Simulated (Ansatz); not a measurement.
# C2H7Si with multiplicity 2: rotation by 120° about the C2–Si3 bond, part 2 of 2

Aim: the minimum-energy path and barrier of the rotation by 120° about the C2–Si3 bond. The ends are relaxed first, then joined by a nudged elastic band. SMILES of the start: [CH2]C[SiH3].

Ansatz 0.2.0; UHF/cc-pVDZ. The steps go on from the part before.

## 5. The band, image by image

The 7 inner images lie between the fixed ends 0 and 8. Energy is taken from image 0, and the path length is the program's own coordinate along the band.

| image | path (Å) | energy (eV) | dihedral C1–C2–Si3–H8 (°) | band force (eV/Å) |
| --- | --- | --- | --- | --- |
| 0 | 0.000 | 0.0000 | 60 | - |
| 1 | 0.503 | 0.0142 | 75 | 0.004 |
| 2 | 1.007 | 0.0480 | 90 | 0.005 |
| 3 | 1.510 | 0.0814 | 105 | 0.005 |
| 4* | 2.014 | 0.0951 | 120 | 0.006 |
| 5 | 2.518 | 0.0812 | 136 | 0.003 |
| 6 | 3.023 | 0.0477 | 151 | 0.003 |
| 7 | 3.527 | 0.0140 | 165 | 0.003 |
| 8 | 4.031 | 0.0000 | -180 | - |

The star marks the climbing image.

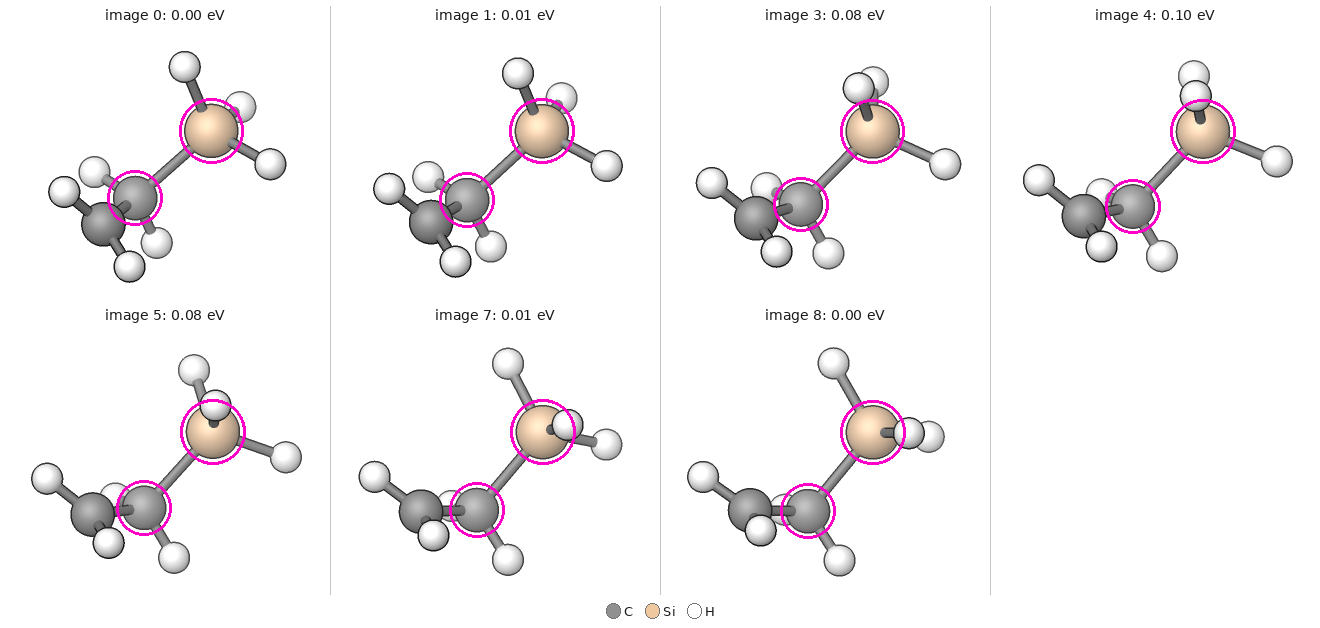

Snapshots along the band, viewed from a free direction. Ringed: C2, Si3. Sticks join atoms closer than a bonding distance in each image.

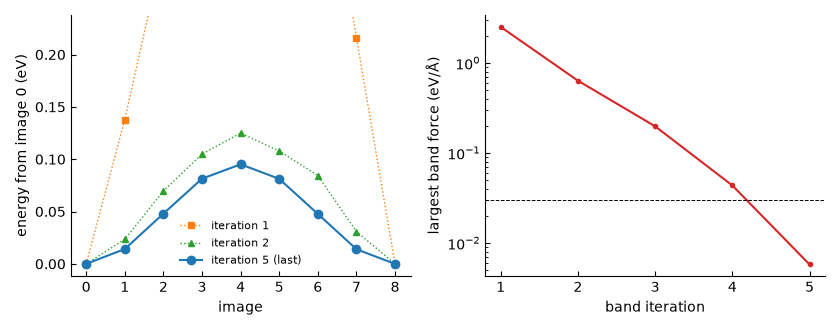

Left: energy of each image for early iterations and the last one (lines only join the points; early values far above the last band run off the scale). Right: the largest band force by iteration, with the threshold dashed.

How the highest energy settled:

| iteration | highest image above image 0 (eV) | largest band force (eV/Å) |
| --- | --- | --- |
| 1 | 0.4403 | 2.512 |
| 2 | 0.1249 | 0.635 |
| 3 | 0.0973 | 0.198 |
| 4 | 0.0953 | 0.044 |
| 5 | 0.0951 | 0.006 |

The band as a trajectory file:

```xyz
10
image=0 dE=0.0000
C    -0.821    0.596   -1.201
C    -0.740   -0.210    0.058
Si    1.024   -0.293    0.786
H    -0.533    0.154   -2.147
H    -0.879    1.676   -1.152
H    -1.072   -1.238   -0.116
H    -1.395    0.208    0.829
H     1.512    1.076    1.109
H     1.957   -0.911   -0.196
H     1.032   -1.110    2.033
10
image=1 dE=0.0142
C    -0.816    0.547   -1.234
C    -0.745   -0.164    0.082
Si    1.026   -0.284    0.794
H    -0.590    0.012   -2.149
H    -0.812    1.629   -1.276
H    -1.132   -1.183   -0.011
H    -1.363    0.342    0.831
H     1.457    1.033    1.339
H     1.987   -0.694   -0.267
H     1.070   -1.290    1.892
10
image=2 dE=0.0480
C    -0.820    0.496   -1.263
C    -0.750   -0.115    0.103
Si    1.029   -0.277    0.799
H    -0.637   -0.120   -2.136
H    -0.755    1.570   -1.391
H    -1.192   -1.115    0.095
H    -1.326    0.478    0.821
H     1.407    0.947    1.560
H     2.011   -0.467   -0.303
H     1.115   -1.446    1.719
10
image=3 dE=0.0814
C    -0.825    0.441   -1.288
C    -0.754   -0.063    0.121
Si    1.032   -0.271    0.803
H    -0.682   -0.247   -2.113
H    -0.709    1.497   -1.499
H    -1.250   -1.035    0.201
H    -1.282    0.615    0.798
H     1.359    0.823    1.760
H     2.029   -0.240   -0.301
H     1.164   -1.571    1.521
10
image=4 dE=0.0951
C    -0.830    0.381   -1.307
C    -0.753   -0.008    0.137
Si    1.034   -0.266    0.805
H    -0.725   -0.374   -2.078
H    -0.674    1.412   -1.601
H    -1.302   -0.939    0.310
H    -1.227    0.754    0.762
H     1.310    0.669    1.932
H     2.042   -0.022   -0.263
H     1.208   -1.658    1.305
10
image=5 dE=0.0812
C    -0.829    0.341   -1.315
C    -0.751    0.030    0.147
Si    1.033   -0.264    0.805
H    -0.759   -0.454   -2.049
H    -0.644    1.351   -1.662
H    -1.333   -0.867    0.381
H    -1.185    0.846    0.732
H     1.234    0.454    2.095
H     2.045    0.226   -0.169
H     1.272   -1.715    1.039
10
image=6 dE=0.0477
C    -0.825    0.305   -1.319
C    -0.746    0.065    0.157
Si    1.030   -0.262    0.803
H    -0.791   -0.525   -2.015
H    -0.615    1.292   -1.714
H    -1.357   -0.798    0.442
H    -1.143    0.925    0.704
H     1.157    0.203    2.213
H     2.033    0.460   -0.026
H     1.342   -1.717    0.759
10
image=7 dE=0.0140
C    -0.820    0.271   -1.320
C    -0.741    0.098    0.165
Si    1.027   -0.258    0.802
H    -0.834   -0.593   -1.974
H    -0.581    1.229   -1.766
H    -1.379   -0.729    0.495
H    -1.101    0.997    0.675
H     1.088   -0.068    2.278
H     2.006    0.662    0.161
H     1.418   -1.660    0.487
10
image=8 dE=0.0000
C    -0.822    0.235   -1.321
C    -0.736    0.133    0.170
Si    1.026   -0.253    0.801
H    -0.896   -0.662   -1.925
H    -0.537    1.152   -1.822
H    -1.399   -0.654    0.544
H    -1.057    1.068    0.642
H     1.033   -0.340    2.289
H     1.970    0.819    0.381
H     1.500   -1.549    0.244
```

## 6. Vibrations at the top

The geometry is the highest inner image of the first converged band.

The input, input.yaml:

```yaml
crystal:
  periodic: [false, false, false]
  atoms:
    - { symbol: C, position_ang: [-0.829866, 0.380525, -1.307137] }
    - { symbol: C, position_ang: [-0.753454, -0.008254, 0.137266] }
    - { symbol: Si, position_ang: [1.034468, -0.265551, 0.805434] }
    - { symbol: H, position_ang: [-0.725084, -0.373769, -2.078412] }
    - { symbol: H, position_ang: [-0.67386, 1.412126, -1.601013] }
    - { symbol: H, position_ang: [-1.301506, -0.939357, 0.30989] }
    - { symbol: H, position_ang: [-1.227485, 0.754494, 0.761886] }
    - { symbol: H, position_ang: [1.310059, 0.669141, 1.932398] }
    - { symbol: H, position_ang: [2.041666, -0.022313, -0.262942] }
    - { symbol: H, position_ang: [1.208062, -1.65814, 1.305429] }
magnetization:
  spin_polarized: true
  initial_magnetization: 1
basis:
  gaussian: { orbitals: cc-pVDZ }
hamiltonian:
  xc: hf
phonons: {}
```

Launch:

```console
$ ansatz run input.yaml --threads 1 --pin off --max-ram 2048MiB --backend cpu --events-out ev --progress --plain --runs-dir out
```

The log of the run, cut to the lines that bear on the results:

```text
Warning: RAYON_NUM_THREADS=1 ignored (pool sized by the plan → 1); use --threads N
[...]
Functional definition: HF
[...]
878 factors; integrals over basis functions are off by at most 4.4e-4 eV
[...]
mean field -10032.63995008 eV, -368.6927177980 hartree, gradient 2.4e-5 eV, S^2 0.762915; 0 other end points of the search recorded, 0 dependent functions left out
[...]
reference -10032.63995008 eV, -368.6927177980 hartree; 17, 16 occupied and 64, 65 virtual orbitals, 878 factors
[...]
878 factors; integrals over basis functions are off by at most 4.4e-4 eV
[...]
mean field -10032.63993410 eV, -368.6927172108 hartree, gradient 2.7e-6 eV, S^2 0.762941; 0 other end points of the search recorded, 0 dependent functions left out
[...]
reference -10032.63993410 eV, -368.6927172108 hartree; 17, 16 occupied and 64, 65 virtual orbitals, 878 factors
[...]
878 factors; integrals over basis functions are off by at most 4.4e-4 eV
[...]
WARN: phonons: modes at or below zero, which the zero-point energy, F, S and C_V leave out: 1, the lowest at -159.47 cm⁻¹. A minimum has none, and a first-order saddle one
[...]
Atom 1 at    -0.753454    -0.008254     0.137266 Å, force     0.000470    -0.000667     0.003230 eV/Å
Atom 2 at     1.034468    -0.265551     0.805434 Å, force    -0.005765     0.000004    -0.004832 eV/Å
Atom 3 at    -0.725084    -0.373769    -2.078412 Å, force    -0.000725     0.001790    -0.000729 eV/Å
Atom 4 at    -0.673860     1.412126    -1.601013 Å, force     0.002685    -0.005311    -0.000027 eV/Å
Atom 5 at    -1.301506    -0.939357     0.309890 Å, force     0.001345     0.003303    -0.001521 eV/Å
Atom 6 at    -1.227485     0.754494     0.761886 Å, force    -0.002569    -0.001121    -0.002027 eV/Å
Atom 7 at     1.310059     0.669141     1.932398 Å, force     0.001381    -0.000822    -0.001978 eV/Å
Atom 8 at     2.041666    -0.022313    -0.262942 Å, force    -0.001541     0.000676     0.002199 eV/Å
Atom 9 at     1.208062    -1.658140     1.305429 Å, force     0.002938     0.000376     0.000445 eV/Å
Dipole moment:    -0.084938     0.007814    -0.011269 e Å
Vibrations: -159.47 203.56 263.04 530.73 584.13 634.23 746.02 795.14 1019.15 1023.13 1026.24 1030.17 1114.83 1275.31 1345.50 1542.25 1569.17 2285.36 2289.56 2300.22 3175.30 3223.14 3274.65 3380.86 cm⁻¹, zero-point energy 2.146892 eV
```

Run time: 1.9 min. Hardware: 1 thread of Intel Xeon Platinum 8488C (Sapphire Rapids), shared host; peak memory 0.17 GiB.

Of 24 modes, 1 is imaginary by more than 30 cm⁻¹ (159i cm⁻¹).

## 7. What came out

What follows sums up all 2 parts.

| quantity | value |
| --- | --- |
| end A | 5 moves, 0.195 eV lower |
| end B | 6 moves, 0.195 eV lower |
| barrier forwards | 0.095 eV |
| barrier backwards | 0.095 eV |
| second end relative to first | 0.000 eV |
| highest image | 4 of 0 to 8, climbing |
| band iterations | 5 |
| imaginary modes at the top | 159i cm⁻¹ |

What this shows: The top lies 0.095 eV above the first end, or 4 kT at room temperature, which at an assumed attempt frequency of 10^13 s⁻¹ means a rate near 10^11 s⁻¹. The two ends lie within 1 meV of each other. The listed dihedral goes from 60° at end A through 120° at the highest image to -180° at end B. One imaginary mode, as a first-order saddle point has. Zero-point energy and entropy are left out.
